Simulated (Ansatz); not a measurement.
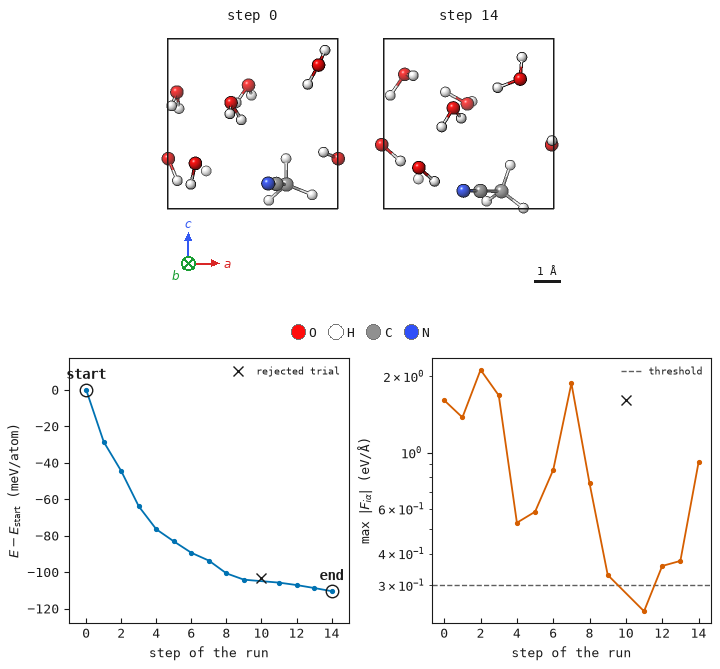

First and last geometry of a relaxation of an amorphous cell of composition H15C2NO6, with the history of the run. A ball-and-stick model of the cell of the calculation, seen along the b axis.

The cell holds 6 H2O + 1 CH3CN. The run prepares the start of a later molecular dynamics calculation, from a guessed geometry.

All numbers below come from DFT PBE-D3(BJ), scalar-relativistic, plane waves, PAW (Ansatz 0.2.0).

Input
```yaml
crystal:
  lattice:
    - [6.647137, 0.0, 0.0]
    - [0.0, 6.647137, 0.0]
    - [0.0, 0.0, 6.647137]
  atoms:
    - { symbol: O, position: [1.0034135, 0.5177646, 0.2941372] }
    - { symbol: H, position: [1.0566682, 0.4771142, 0.1647411] }
    - { symbol: H, position: [0.9167504, 0.407223, 0.3328922] }
    - { symbol: O, position: [0.0539143, 0.5584033, 0.6861063] }
    - { symbol: H, position: [0.0664097, 0.6663733, 0.5890588] }
    - { symbol: H, position: [0.0228879, 0.4414493, 0.6049213] }
    - { symbol: O, position: [0.4753426, 0.620006, 0.7265827] }
    - { symbol: H, position: [0.4927215, 0.7521216, 0.6676308] }
    - { symbol: H, position: [0.4038755, 0.544856, 0.6242264] }
    - { symbol: O, position: [0.162838, 0.1020535, 0.2665076] }
    - { symbol: H, position: [0.1360315, 0.1744764, 0.142943] }
    - { symbol: H, position: [0.2263953, -0.021281, 0.2219998] }
    - { symbol: O, position: [0.8874208, 0.0359038, 0.8452424] }
    - { symbol: H, position: [0.9255256, 0.1461836, 0.932525] }
    - { symbol: H, position: [0.8243296, 0.1012867, 0.7313281] }
    - { symbol: O, position: [0.3726453, 0.2341091, 0.623586] }
    - { symbol: H, position: [0.4325494, 0.3206696, 0.5228355] }
    - { symbol: H, position: [0.3653383, 0.1039841, 0.558425] }
    - { symbol: C, position: [0.6983837, 0.6826973, 0.1425679] }
    - { symbol: C, position: [0.6390282, 0.4711216, 0.1455776] }
    - { symbol: "N", position: [0.5911501, 0.3004579, 0.1480053] }
    - { symbol: H, position: [0.6962071, 0.7441415, 0.2948425] }
    - { symbol: H, position: [0.850043, 0.6979489, 0.0814571] }
    - { symbol: H, position: [0.5946658, 0.769132, 0.0490836] }
basis:
  ecutwfc: 420.0
kpoints:
  mp_grid: { grid: [1, 1, 1] }
hamiltonian:
  xc: pbe
  dispersion: d3bj
scf:
  occupations: { method: fermi_dirac, width: 0.05 }
  lower_state_search: "off"
relax:
  f_tol: 0.3
  max_steps: 15
  adjacent_minimum: "off"
```

Command:
```bash
ansatz run input.yaml --threads 1 --pin off --max-ram 3072MiB --backend cpu --events-out ev --progress --plain --runs-dir out
```

**Read the history and describe the run.**

The relaxation stopped without meeting its thresholds, so the last structure isn't shown to be converged. It used up its limit of 15 steps. The atom that moves furthest is H6 (1.56 Å roughly along [1 0 1]). By element the largest moves are H 1.56 Å, N 0.95 Å, O 0.88 Å, C 0.59 Å. The cell stays as it was. Some distances before and after: O4–H5 0.969 → 0.999 Å, O10–H11 0.969 → 0.993 Å, C20–N21 1.178 → 1.162 Å, C19–C20 1.461 → 1.445 Å. Among the angles between lasting bonds that change: H5–O4–H6 104.0° → 101.4°, H2–O1–H3 104.0° → 101.9°. After 13 accepted moves (14 points after the start) the energy has fallen by 110 meV per atom. The largest force component goes from 1.6 to 0.91 eV/Å. The line search rejected the trial step at point 10 of the run. The forces were under the threshold at step 11, but the run went on from there. Cost: 29 s on 1 thread of Arm Neoverse V2, on a shared host, peak memory 0.34 GiB.

Limits of the set-up: the periodic images lie only 6.6 Å apart, so the values are limited by the cell's size.
